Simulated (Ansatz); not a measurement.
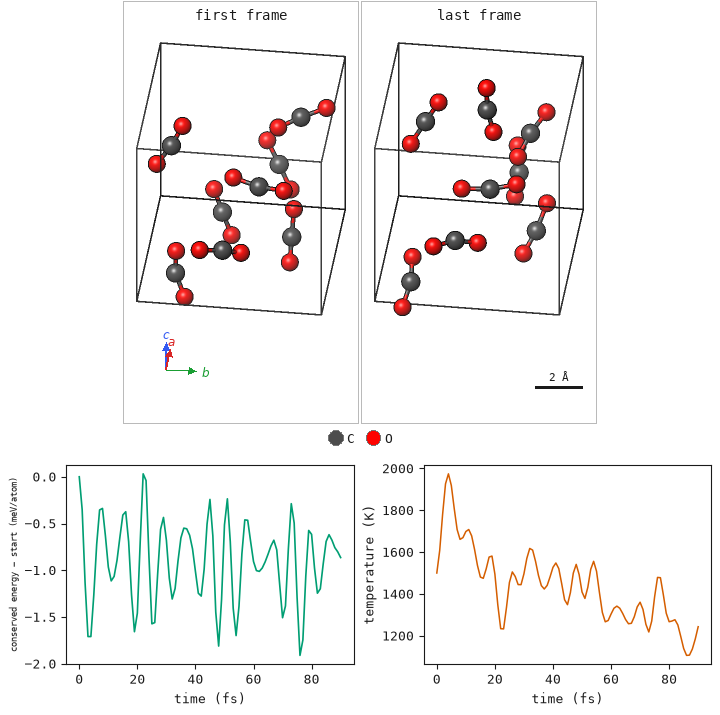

Molecular dynamics of a periodic cell with 8 CO2 at 1.107 g/cm³, 90 fs long. It starts from the last geometry of an earlier run, with fresh velocities. The picture is a ball-and-stick view of the simulation cell, seen from a free direction.

The calculation used DFT PBE-D3(BJ), scalar-relativistic, plane waves, PAW (Ansatz). Settings: plane-wave cutoff 420 eV; k-point mesh 1 × 1 × 1; Fermi-Dirac smearing 0.05 eV; Nosé-Hoover thermostat (NVT); set temperature 1500 K; time step 1 fs; thermostat time 50.0 fs.

Input
```yaml
crystal:
  lattice:
    - [8.08248, 0.0, 0.0]
    - [0.0, 8.08248, 0.0]
    - [0.0, 0.0, 8.08248]
  atoms:
    - { symbol: C, position: [0.58032091, 0.80966466, 0.86962981] }
    - { symbol: O, position: [0.61554009, 0.94388345, 0.91807758] }
    - { symbol: O, position: [0.55126285, 0.69056455, 0.81212933] }
    - { symbol: C, position: [1.00887221, 0.4581721, 0.61180199] }
    - { symbol: O, position: [0.88384802, 0.52442627, 0.55363993] }
    - { symbol: O, position: [1.1077533, 0.40086666, 0.6893762] }
    - { symbol: C, position: [0.02942009, 0.20159574, 0.17682485] }
    - { symbol: O, position: [0.16090238, 0.18800845, 0.22893453] }
    - { symbol: O, position: [-0.05825215, 0.26216507, 0.08688659] }
    - { symbol: C, position: [0.6224426, 0.1030934, 0.59153458] }
    - { symbol: O, position: [0.495721, 0.03998591, 0.55442442] }
    - { symbol: O, position: [0.74244373, 0.1478274, 0.64201822] }
    - { symbol: C, position: [0.54494576, 0.58716577, 0.41917956] }
    - { symbol: O, position: [0.60467444, 0.71358838, 0.36230808] }
    - { symbol: O, position: [0.53912183, 0.44884005, 0.47140834] }
    - { symbol: C, position: [0.10677634, 0.82099223, 0.41468432] }
    - { symbol: O, position: [0.21826335, 0.81856695, 0.51935993] }
    - { symbol: O, position: [0.01695476, 0.82221955, 0.31031117] }
    - { symbol: C, position: [0.49621537, 0.39650205, 0.02074616] }
    - { symbol: O, position: [0.41100461, 0.50673512, 0.07247257] }
    - { symbol: O, position: [0.54370077, 0.26614499, -0.02210894] }
    - { symbol: C, position: [0.03593926, 0.76237784, 0.93276385] }
    - { symbol: O, position: [-0.04691053, 0.83501771, 0.83261592] }
    - { symbol: O, position: [0.11457783, 0.68745008, 1.02969532] }
basis:
  ecutwfc: 420.0
kpoints:
  mp_grid: { grid: [1, 1, 1] }
hamiltonian:
  xc: pbe
  dispersion: d3bj
scf:
  occupations: { method: fermi_dirac, width: 0.05 }
  lower_state_search: "off"
md:
  timestep: 1
  n_steps: 90
  ensemble: nvt_nose_hoover
  temperature: 1500.0
  initial_velocities: maxwell_boltzmann
  seed: 832382
  nose_hoover: { tau: 50.0, chain_length: 3 }
```

Launched with:
```bash
ansatz run input.yaml --threads 1 --pin off --max-ram 3072MiB --backend cpu --events-out ev --progress --plain --runs-dir out
```

### How well is the energy conserved, and can the run be trusted?

The conserved quantity stays between −1.9 and 0.031 meV per atom of its start. A straight-line fit has a slope that amounts to −0.12 meV per atom over 90 fs (under 0.1 % of the mean kinetic energy), and the ripple about it is 1.9 % of the kinetic energy's fluctuation. With a drift under 2 % and a ripple under 7 %, the integration is accurate. The mean temperature in the second half is 1327 K (standard deviation 113 K). The potential energy in the second half lies on average 0.2 meV per atom below the first frame.

Limits of the set-up: the periodic images lie only 8.1 Å apart, so the values are limited by the cell's size.
